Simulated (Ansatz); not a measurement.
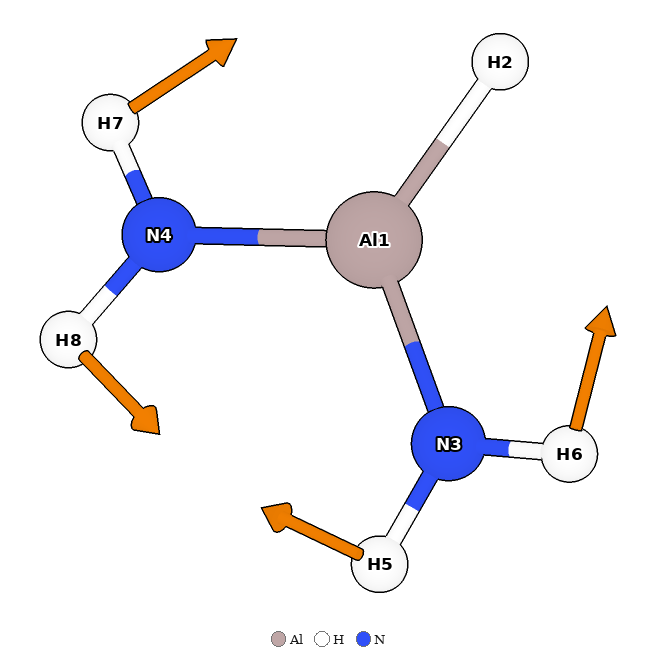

The arrows show one normal mode. Harmonic vibrations computed with RKS PBE0-D4/def2-TZVP (Ansatz 0.2.0) at a stationary point of the same level.

### What kind of motion is it?

Mostly angle bending.

### Estimate its harmonic wavenumber.

1573 cm⁻¹; it is mode 13 of 18 counted from the lowest.
